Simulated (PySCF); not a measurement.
Potential energy curve for GaCl, singlet.

Methods: UKS-PBE = unrestricted PBE/cc-pVTZ in PySCF 2.14.0; UHF/cc-pVTZ (PySCF); UKS-BHandHLYP = unrestricted BHandHLYP/cc-pVTZ (PySCF 2.14.0).

Magnitude of the dipole moment (D; its direction can reverse along the curve, and a method can change to another solution) and Mulliken charge of the fragment that holds Ga1:

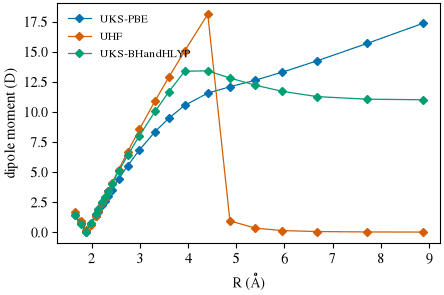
*Dipole moment against bond length.*

| R / Å | μ UKS-PBE | q UKS-PBE | μ UHF | q UHF | μ UKS-BHandHLYP | q UKS-BHandHLYP |
|---|---|---|---|---|---|---|
| 1.65 | 1.41 | -0.13 | 1.71 | 0.15 | 1.43 | 0.01 |
| 1.77 | 0.74 | -0.11 | 0.97 | 0.15 | 0.72 | 0.02 |
| 1.88 | 0.06 | -0.03 | 0.22 | 0.19 | 0.02 | 0.09 |
| 1.99 | 0.66 | 0.07 | 0.60 | 0.26 | 0.81 | 0.17 |
| 2.09 | 1.34 | 0.15 | 1.38 | 0.32 | 1.55 | 0.24 |
| 2.14 | 1.68 | 0.19 | 1.78 | 0.35 | 1.92 | 0.28 |
| 2.22 | 2.22 | 0.25 | 2.42 | 0.40 | 2.53 | 0.34 |
| 2.27 | 2.56 | 0.28 | 2.83 | 0.43 | 2.91 | 0.37 |
| 2.34 | 3.02 | 0.33 | 3.40 | 0.47 | 3.43 | 0.41 |
| 2.42 | 3.54 | 0.37 | 4.05 | 0.51 | 4.03 | 0.45 |
| 2.56 | 4.42 | 0.42 | 5.19 | 0.57 | 5.06 | 0.51 |
| 2.75 | 5.54 | 0.48 | 6.70 | 0.63 | 6.40 | 0.57 |
| 2.99 | 6.83 | 0.52 | 8.54 | 0.68 | 8.01 | 0.62 |
| 3.32 | 8.37 | 0.55 | 10.93 | 0.74 | 10.05 | 0.67 |
| 3.60 | 9.47 | 0.55 | 12.87 | 0.78 | 11.65 | 0.69 |
| 3.93 | 10.54 | 0.56 | 15.05 | 0.82 | 13.38 | 0.72 |
| 4.41 | 11.55 | 0.54 | 18.11 | 0.87 | 13.40 | 0.63 |
| 4.87 | 12.08 | 0.52 | 0.94 | 0.03 | 12.81 | 0.55 |
| 5.40 | 12.64 | 0.50 | 0.34 | 0.01 | 12.21 | 0.47 |
| 5.96 | 13.30 | 0.47 | 0.14 | 0.00 | 11.70 | 0.41 |
| 6.68 | 14.24 | 0.45 | 0.06 | 0.00 | 11.27 | 0.36 |
| 7.72 | 15.69 | 0.43 | 0.03 | 0.00 | 11.05 | 0.30 |
| 8.87 | 17.35 | 0.41 | 0.01 | 0.00 | 11.01 | 0.26 |

The unrestricted determinant behind UKS-PBE is spin-contaminated at 4.41 to 8.87 Å (<S²> up to 0.6, against 0.00 for a pure singlet). At the longest distance UKS-PBE, UKS-BHandHLYP leaves fractional charges on the fragments, a sign of delocalisation error or of the restricted form. The unrestricted determinant behind UHF is spin-contaminated at 4.87 to 8.87 Å (<S²> up to 1.0, against 0.00 for a pure singlet). The unrestricted determinant behind UKS-BHandHLYP is spin-contaminated at 4.41 to 8.87 Å (<S²> up to 0.7, against 0.00 for a pure singlet).
